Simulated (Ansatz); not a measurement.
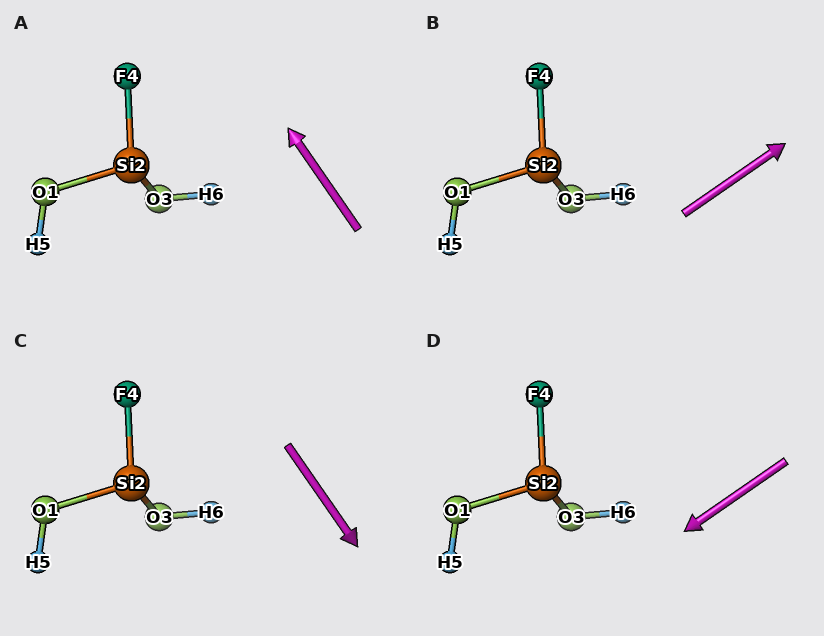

The same molecule four times, each with an arrow. State: neutral, doublet. The geometry was computed by an optimisation with PBE-D4/def2-SVP. No frequency run is at hand to confirm it as a minimum. Level of theory: UKS PBE-D4/def2-SVP (Ansatz 0.2.0).

Question: Which arrow points along the dipole moment, from the negative to the positive end?

Answer: C. The dipole moment is 2.76 D; it points from the side of F4 to the side of H6 (the outermost atoms at the two ends).
